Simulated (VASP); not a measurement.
Energy against volume of ZrC (rock salt). Computed with r2SCAN+rVV10, VASP's PBE PAW potentials (set 64) (plane waves; VASP).

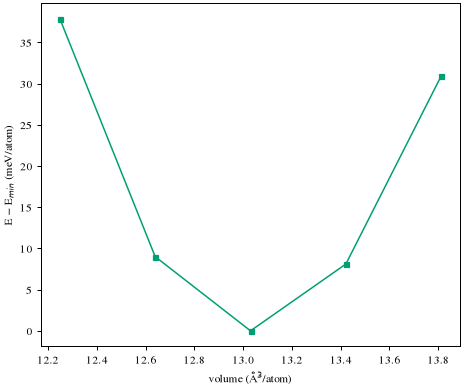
Figure: Energy against volume

Problem. Estimate the equilibrium volume and the bulk modulus.

Solution. The minimum lies near 13.0 Å³/atom, and the curvature gives B0 of about 230 GPa.

Measured: a 4.696 Å (computed value off by +0.2 %), as given by Guo-Xu Zhang et al., New Journal of Physics (2018), doi:10.1088/1367-2630/aac7f0. The calculation is for a static lattice, while the measured a holds thermal and zero-point effects, which are part of the difference.

The compound is ZrC in the rock salt structure. It was relaxed first.
